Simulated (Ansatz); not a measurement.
# Ligand exchange: BH3 + GeH2(SH)2 → BH2(SH) + GeH3(SH)

Species: BH3 `B`, singlet; GeH2(SH)2, singlet; BH2(SH), singlet; GeH3(SH), singlet. The partners trade H for SH: B–H and Ge–SH bonds give way to B–SH and Ge–H.

Shapes, held fixed at every level: PBE0-D4/def2-TZVP. Flexible molecules stand in one conformer, not always the lowest. Programs: Ansatz 0.2.0. The zero-point and thermal change to 298 K, harmonic and unscaled (PBE0-D4/def2-TZVP), is +1.4 kJ/mol.

```csv
level,kind,ΔH(298 K) (kJ/mol),less CCSD(T)/def2-TZVPP
SPW92/def2-TZVPP,LDA,-79.8,-23.3
r2SCAN0-D4/def2-TZVPP,global hybrid,-59.2,-2.7
wB97X-V/def2-TZVPP,range-separated hybrid,-56.1,+0.4
MP2/def2-SVP,perturbation theory,-69.5,-13.0
MP2/def2-TZVPP,perturbation theory,-52.6,+3.9
CCSD(T)/def2-SVP,coupled cluster or CI,-73.8,-17.3
CCSD/def2-TZVPP,coupled cluster or CI,-54.8,+1.7
CCSD(T)/def2-TZVPP,coupled cluster or CI,-56.5,0.0
```

The highest level, CCSD(T)/def2-TZVPP, gives ΔH(298 K) = -56.5 kJ/mol; the levels span -79.8 to -52.6. The column of differences is taken from that level and isn't an error. No measured value is set beside it here. Relativity is left out for Ge. Outer-core shells of Ge are correlated in most correlated rows, in sets that cover them unevenly.

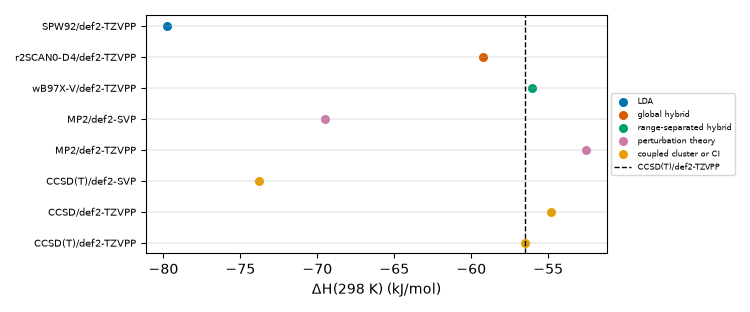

The values of the table, level by level.
